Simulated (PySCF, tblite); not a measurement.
# C₅H₁₁OPSi: geometry, infrared bands and NMR shifts

Aim: predict the infrared bands and NMR shifts of C₅H₁₁OPSi (`C#C[P@](=O)(CC)C[SiH3]`).

Programs: tblite 0.8.0 and PySCF 2.14.0, with density-fitted response routines of our own. Each step states its level of theory. These are calculated values for one molecule in the gas phase, unless marked as measured. Atoms are numbered from 0 throughout.

## (1) Starting geometry

19 atoms, charge 0, multiplicity 1; geometry from: force field or distance geometry start.

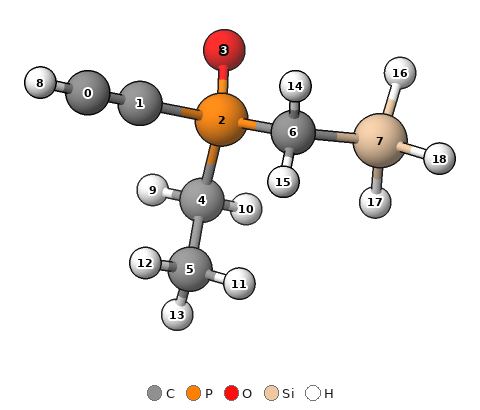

The starting geometry (carbon grey, phosphorus orange, oxygen red, silicon light orange, hydrogen white), atoms numbered; sticks join atoms by distance.

## (2) Relaxing the molecule with GFN2-xTB

Job settings and geometry (Å):

```
{"job": {"kind": "relax", "xc": "GFN2-xTB", "basis": "xTB"}, "charge": 0, "multiplicity": 1}
C     -1.337100     2.959900    -0.807500
C     -0.746000     1.930200    -0.774000
P      0.185700     0.356600    -0.701700
O      0.841500     0.349600    -2.057600
C     -1.049000    -0.915100    -0.460400
C     -1.838800    -0.836800     0.823900
C      1.269900     0.513800     0.675400
Si     2.376900    -0.945700     0.758700
H     -1.871600     3.882100    -0.858500
H     -1.756000    -0.870100    -1.302500
H     -0.565200    -1.894700    -0.531000
H     -1.177800    -0.945500     1.693800
H     -2.355600     0.125100     0.925100
H     -2.577300    -1.634700     0.865700
H      1.861200     1.432700     0.579000
H      0.691500     0.615200     1.616600
H      3.285000    -1.040600    -0.404500
H      1.552700    -2.192100     0.845100
H      3.200300    -0.880700     1.989600
```

Run with:

```console
> OMP_NUM_THREADS=1 python probes_run.py task.json out
```

The driver reads the jobs from task.json and runs them one after another.

**Question.** This job is followed by: GFN2-xTB harmonic vibrations, gas phase; GIAO PBE0/pcSseg-1 NMR shielding, non-relativistic, gas phase. Predict these results of the whole session: strongest single infrared mode (GFN2-xTB); zero-point energy (GFN2-xTB); 13C shifts against TMS (PBE0/pcSseg-1); 1H shifts against TMS (PBE0/pcSseg-1, means over atoms taken as alike); 31P shifts against H3PO4 (PBE0/pcSseg-1); 17O shifts against H2O (PBE0/pcSseg-1); 29Si shifts against TMS (PBE0/pcSseg-1); surface potential, least and greatest.

**Answer**, as computed:

| quantity | value |
| --- | --- |
| strongest single infrared mode (GFN2-xTB) | 795 cm⁻¹, 468 km/mol |
| zero-point energy (GFN2-xTB) | 87.5 kcal/mol |
| 13C shifts against TMS (PBE0/pcSseg-1) | 95.5, 87.4, 30.8, 14.9, 8.8 ppm |
| 1H shifts against TMS (PBE0/pcSseg-1, means over atoms taken as alike) | 4.03, 2.28, 2.03, 1.92, 1.56, 1.05, 1.04 ppm |
| 31P shifts against H3PO4 (PBE0/pcSseg-1) | -2.8 ppm |
| 17O shifts against H2O (PBE0/pcSseg-1) | 118.5 ppm |
| 29Si shifts against TMS (PBE0/pcSseg-1) | -82.1 ppm |
| surface potential, least and greatest | -2.30 V and 1.60 V |

In words: The optimisation took 101 steps and gained 0.415 eV; among the close pairs (by a distance rule), C6–Si7 changed most, from 1.834 to 1.901 Å. All 51 modes are real, so the xTB geometry is a minimum. The strongest single mode, at 795 cm⁻¹, is carried by H17, H18, Si7, C6. GFN2-xTB is a fitted tight-binding method: band positions and strengths are rough. Its intensities can rank the bands wrongly. At PBE0/pcSseg-1: Shielding is most anisotropic at C1 (span 299 ppm, paramagnetic term -174 ppm).
